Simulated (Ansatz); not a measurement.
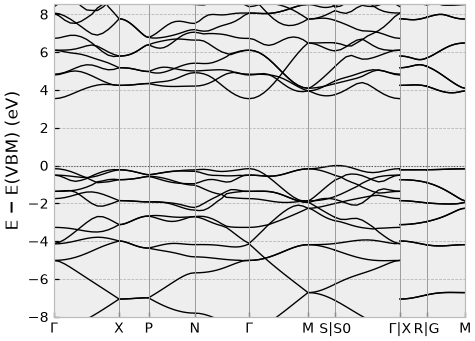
Band structure from r²SCAN in the plane-wave PAW code Ansatz

The gap is 3.54 eV; an edge lies off the plotted path or next to a special point (maximum on the S0–Γ line, 4 % of the way from S0, minimum at Γ).

Question: Which compound is it?
(A) SiS2, I-42d (Si on 4a, S on 8d)
(B) C, I4/mmm (C on 8h)
(C) K2MgH4, I4/mmm (K on 4e, Mg on 2a, H on 4c, H on 4e)
(D) PbF4, I4/mmm (Pb on 2a, F on 4e, F on 4c)

Answer: A, SiS2, I-42d (Si on 4a, S on 8d)

The workflow started from a Materials Project entry (that database holds measured and hypothetical structures alike); the Crystallography Open Database files this formula in space group No. 122, but the cells were not matched. Its standing as an ambient phase is unchecked. Symmetry was held in the r²SCAN relaxation; its stability against distortions is not shown here.

Potentials: the later of the program's two PAW sets.
